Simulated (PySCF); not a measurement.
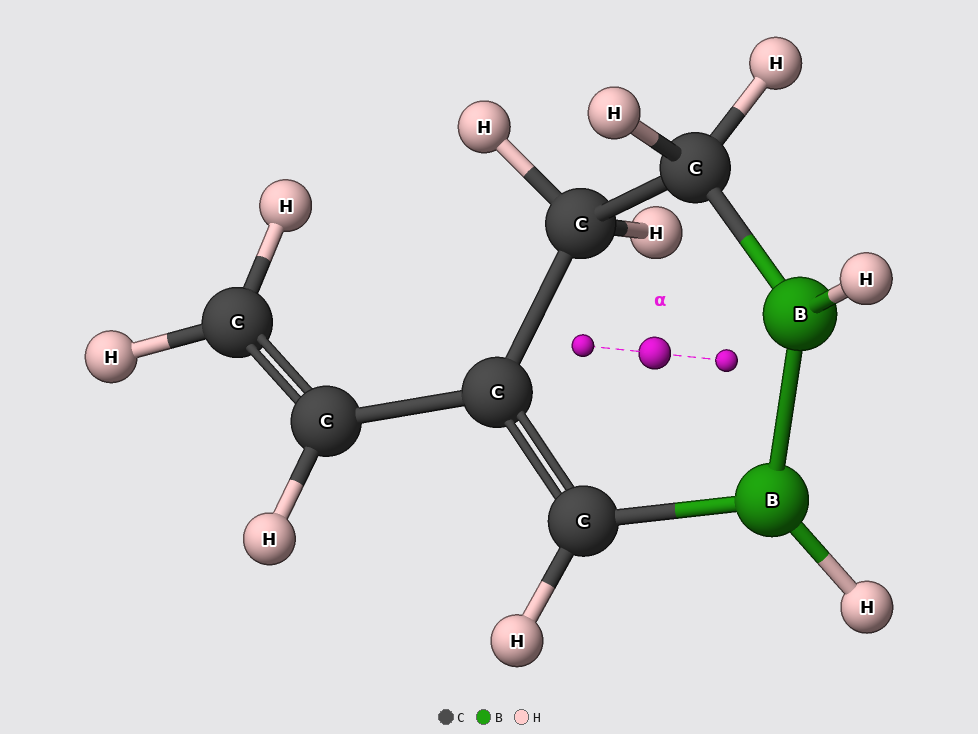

The small points mark where nucleus-independent chemical shifts (NICS) were computed: at the centre of each lettered ring and 1 Å above and below it. The geometry was computed by an optimisation with GFN2-xTB. No frequency run is at hand to confirm it as a minimum. Properties computed with GIAO PBE0/pcSseg-1 NMR shielding, non-relativistic, gas phase (PySCF 2.14.0).

Give NICS(0), NICS(1) and the out-of-plane component NICS(1)zz for each ring (means of the two sides).

```
ring  members  NICS(0)  NICS(1)  NICS(1)zz
   α     C4B2      2.6     −2.9       −3.0
```

Values in ppm.

**What do the values say about the ring currents?**

Ring α: weak, as in a non-aromatic ring. NICS is one index among several.

The geometry is semi-empirical. Around B such bond lengths and angles can be off by a tenth of an ångström or more and by several degrees, and values that hang on the shape move with them.
